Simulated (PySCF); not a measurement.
Consider PO (charge −1, triplet).

```csv
atom,x (Å),y (Å),z (Å)
P,0.0000,0.0000,-0.5309
O,0.0000,0.0000,1.0281
```

Level of theory: PBE0/aug-cc-pVDZ(-PP), non-relativistic Hamiltonian with scalar-relativistic core potentials where named, at a bond length of 1.559 Å (PySCF).

Predict the electron density, electron localisation function and spin density between the atoms.

P–O (1.56 Å): ρ is about 1.5 e/Å³ halfway; the ELF peaks at about 0.85 between the atoms: a short, strongly polar bond.
The unpaired spin (2 electrons) lies mostly on P1 (about 1.5) and O2 (about 0.5), in electrons by Hirshfeld's partition.

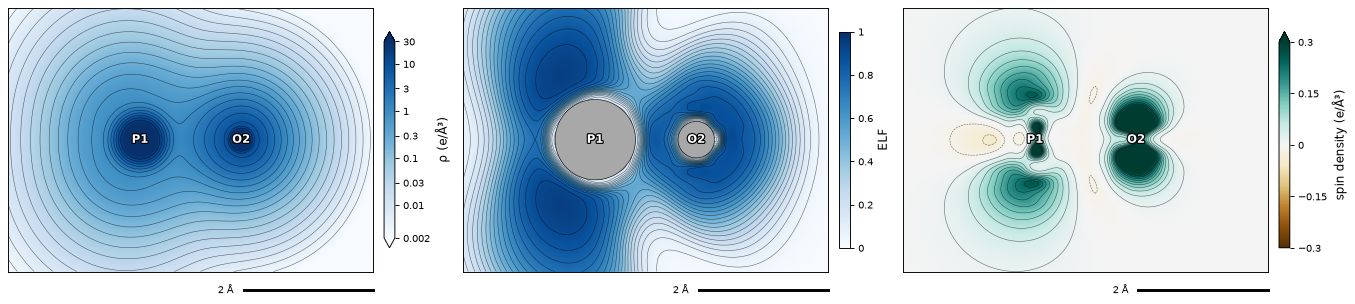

Computed electron density, electron localisation function and spin density on a plane that holds the molecular axis, in this order. Grey discs cover the atomic cores in the ELF map. 
